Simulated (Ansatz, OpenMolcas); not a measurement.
## CF2 (SMILES F[C]F): methods side by side

The species is CF2 (3 atoms), meant as a singlet with charge 0. SMILES: `F[C]F`. The shape is that of a GFN2-xTB optimisation.

```xyz
3

F     0.3969    1.0328    0.3328
C     0.3268   -0.2722    0.1497
F    -0.7238   -0.7606   -0.4825
```

Each level gives the vertical energy of the triplet above the singlet (eV). The values are calculated.

```json
{"level": "SVWN5/STO-3G", "kind": "LDA", "program": "Ansatz", "value (eV)": "1.71", "less FCI/STO-3G": "+0.27", "CPU time (all runs)": "1 s"}
{"level": "BLYP/STO-3G", "kind": "GGA", "program": "Ansatz", "value (eV)": "1.73", "less FCI/STO-3G": "+0.29", "CPU time (all runs)": "1.6 s"}
{"level": "PBE/STO-3G", "kind": "GGA", "program": "Ansatz", "value (eV)": "1.70", "less FCI/STO-3G": "+0.26", "CPU time (all runs)": "1.6 s"}
{"level": "B3LYP/STO-3G", "kind": "global hybrid", "program": "Ansatz", "value (eV)": "1.55", "less FCI/STO-3G": "+0.11", "CPU time (all runs)": "1.7 s"}
{"level": "M06-2X/STO-3G", "kind": "hybrid meta-GGA", "program": "OpenMolcas", "value (eV)": "1.56", "less FCI/STO-3G": "+0.12", "CPU time (all runs)": "8.2 s"}
{"level": "MP2/STO-3G", "kind": "perturbation theory", "program": "Ansatz", "value (eV)": "1.26", "less FCI/STO-3G": "-0.18", "CPU time (all runs)": "0.15 s"}
{"level": "CASPT2(2,2)/STO-3G", "kind": "multireference", "program": "OpenMolcas", "value (eV)": "1.33", "less FCI/STO-3G": "-0.11", "CPU time (all runs)": "2.8 s"}
{"level": "CCSD(T)/STO-3G", "kind": "coupled cluster or CI", "program": "Ansatz", "value (eV)": "1.43", "less FCI/STO-3G": "-0.01", "CPU time (all runs)": "0.35 s"}
{"level": "FCI/STO-3G", "kind": "exact in the basis", "program": "Ansatz", "value (eV)": "1.44", "less FCI/STO-3G": "0.00", "CPU time (all runs)": "0.7 s"}
```

FCI/STO-3G is exact within its basis and frozen core, so for wave-function methods in that basis the difference is their error; functionals converge differently with the basis, so for them it is only a difference. The values span 1.26 to 1.73 eV. All rows use very small basis sets, so even the best lies far from the true value. CPU times are rough (shared hosts, several kinds of processor): they show what a rung costs within a factor of a few.

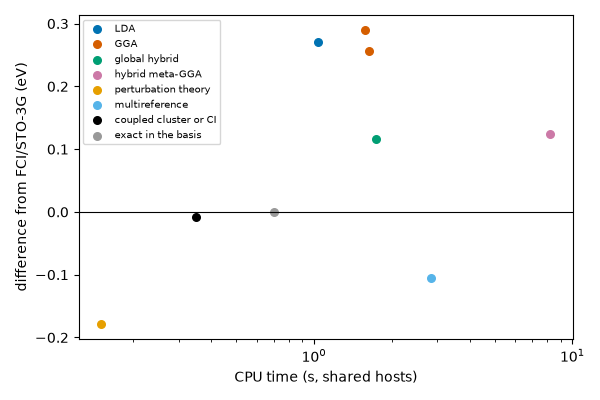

Difference from FCI/STO-3G against processor time, one point a level.
